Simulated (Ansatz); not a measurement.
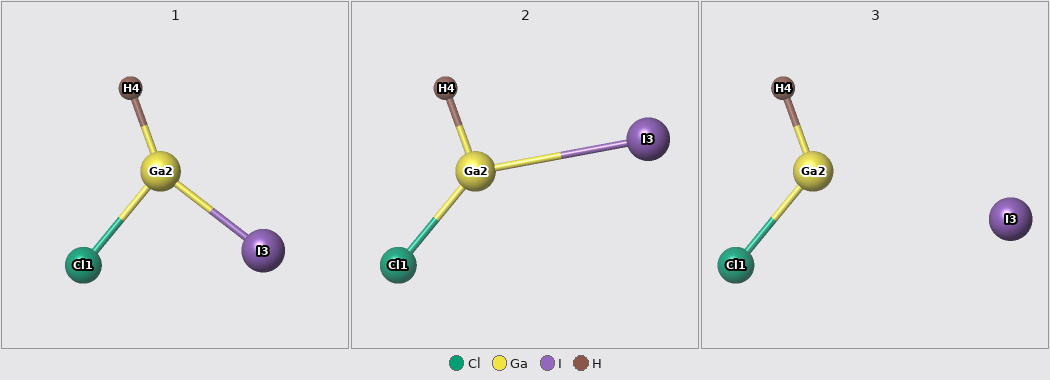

ClGaHI, SMILES [Cl][GaH][I]. Two internal coordinates are moved rigidly from the geometry relaxed at PBE0-D4/def2-TZVP, all others fixed. First axis: bond Ga2–I3. Second axis: angle I3–Ga2–H4. Grid: 5 × 5 points. Energies: eV, counted from the lowest grid point. Computed with Ansatz 0.2.0, RKS PBE0-D4/def2-TZVPP.

The numbered pictures are structures from this grid.

### Which is the most stable, and how do the others follow?

1, at bond Ga2–I3 = 2.281 Å, angle I3–Ga2–H4 = 147.5°: 0.58 eV; 2, at bond Ga2–I3 = 3.094 Å, angle I3–Ga2–H4 = 99.5°: 1.13 eV; 3, at bond Ga2–I3 = 3.579 Å, angle I3–Ga2–H4 = 123.5°: 2.02 eV.

The map, with the structures marked:

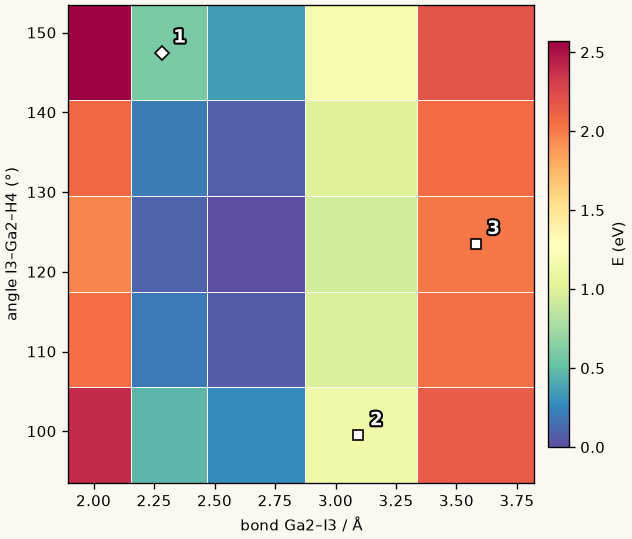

The picture shows one coloured cell a grid point.
